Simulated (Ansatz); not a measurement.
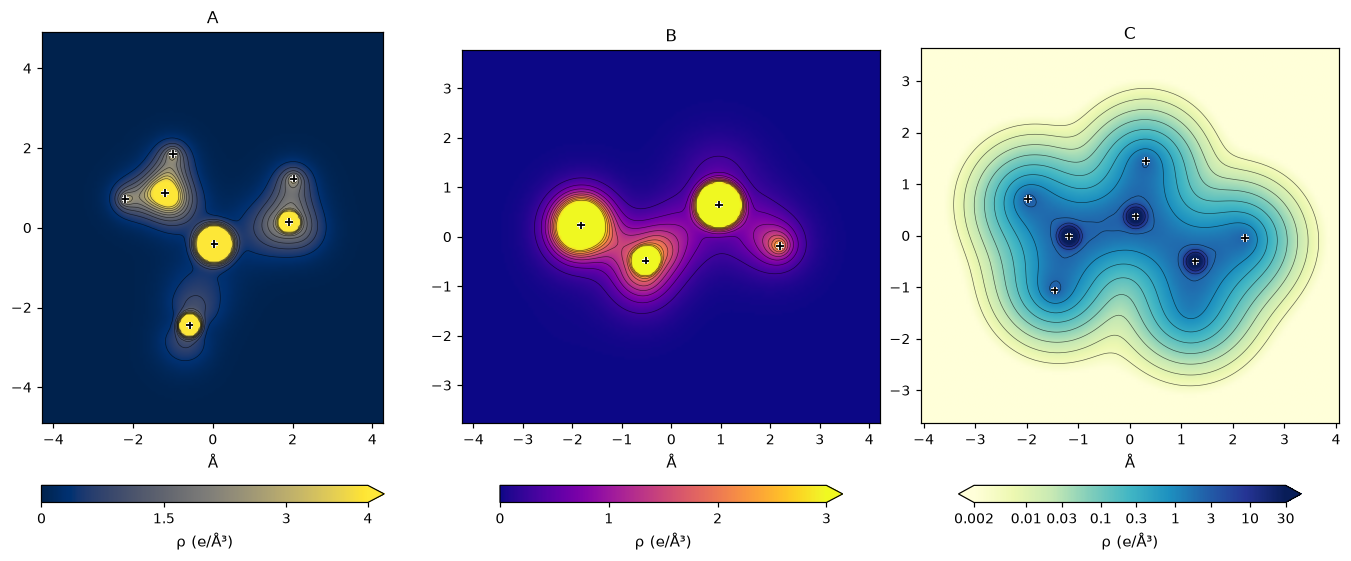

The electron density of 3 systems, each on a plane through atoms (crosses mark nuclei in the plane).

Theory: Ansatz, RKS PBE0-D4/def2-TZVPP.

System 1: CH$_{6}$OSi$_{2}$ (SMILES [SiH3]C1O[SiH2]1), the plane of atoms C2, Si1 and H5. Geometry: PBE0-D4/def2-TZVP.

```yaml
atoms:
  - { symbol: Si, position_ang: [-0.1288, 1.5214, 0.2721] }
  - { symbol: C, position_ang: [-0.2521, -0.3191, 0.5527] }
  - { symbol: O, position_ang: [1.0697, -1.0146, 0.6246] }
  - { symbol: Si, position_ang: [0.2126, -1.5482, -0.6921] }
  - { symbol: H, position_ang: [-1.4980, 2.0609, 0.0521] }
  - { symbol: H, position_ang: [0.4822, 2.2127, 1.4384] }
  - { symbol: H, position_ang: [0.7048, 1.7776, -0.9316] }
  - { symbol: H, position_ang: [-0.9219, -0.6506, 1.3485] }
  - { symbol: H, position_ang: [0.7100, -1.1561, -2.0274] }
  - { symbol: H, position_ang: [-0.2956, -2.9352, -0.6343] }
```

System 2: CH$_{7}$AlBN (SMILES [BH2][Al]([CH3])[NH2]), the plane of atoms B1, Al2 and C3. Geometry: PBE0-D4/def2-TZVP.

```xyz
11

B    -0.9755    1.9166   -0.2612
Al   -0.0154    0.0166   -0.1743
C     0.5202   -0.8452    1.5016
N     0.3233   -0.8447   -1.6907
H    -0.3740    2.9544   -0.3286
H    -2.1683    2.0531   -0.2182
H     0.9927   -1.8172    1.3341
H     1.2290   -0.2246    2.0598
H    -0.3395   -1.0043    2.1608
H     0.7716   -1.7455   -1.7463
H     0.1013   -0.5162   -2.6163
```

System 3: C$_{3}$H$_{7}$Ga, the plane of atoms H5, C1 and H6. Geometry: PBE0-D4/def2-TZVP.

```xyz
11

C    -0.6427    1.2925   -0.1773
C    -0.8986   -0.0304   -0.0455
C    -0.1885   -0.9405    0.8548
Ga    1.3166   -0.4949   -0.4249
H    -1.1100    1.8738   -0.9615
H    -0.0406    1.8300    0.5480
H    -1.5326   -0.4922   -0.8005
H     0.0559   -0.5360    1.8341
H    -0.5821   -1.9496    0.8964
H     1.3387   -1.1369   -1.8478
H     2.3492    0.5273    0.1451
```

### Which map belongs to which system?

Panel A is system 2, CH$_{7}$AlBN: the plane holds B, Al, C, N and H. Al–N (1.78 Å): the density is about 0.84 e/Å³ at the midpoint. Panel B is system 1, CH$_{6}$OSi$_{2}$: the plane holds Si, C, O and H. C–O (1.50 Å): ρ is about 1.7 e/Å³ halfway, with its minimum of 1.5 e/Å³ about 0.6 Å from C. Panel C is system 3, C$_{3}$H$_{7}$Ga: the plane holds C and H. C–C (1.35 Å): the density is about 2.3 e/Å³ at the midpoint.
